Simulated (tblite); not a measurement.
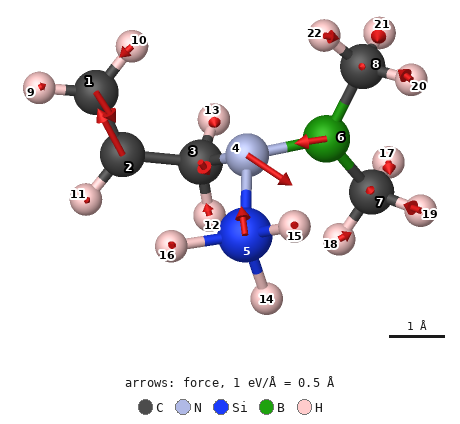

Starting geometry of C$_{5}$H$_{14}$BNSi with the computed forces as red arrows. The picture is a ball-and-stick view, seen face on.

The calculation used tblite, GFN2-xTB geometry optimisation, gas phase. 

> Is this structure relaxed? If not, where do the atoms go?

It isn't relaxed: the largest force vector, on C2, is 2.13 eV/Å. The final displacements have little in common with the starting forces (cosine between the two patterns 0.16). Over 235 geometry steps the energy falls by 115.0 kJ/mol. H18 moves most after the best rigid fit: 2.93 Å. By element the largest moves are H 2.93 Å, C 1.78 Å, Si 0.80 Å, N 0.65 Å, B 0.21 Å. Among the contacts that change: N4–B6 1.542 → 1.410 Å, N4–Si5 1.806 → 1.750 Å, C1–C2 1.351 → 1.319 Å, C7–H19 1.116 → 1.090 Å. Bond angles that change, for instance: Si5–N4–B6 108.9° → 123.9°, C3–N4–B6 112.0° → 119.9°, C3–C2–H11 120.0° → 113.8°. Groups turn about B6–C8 by about 90°, C2–C3 by about 65°, B6–C7 by about 50°.
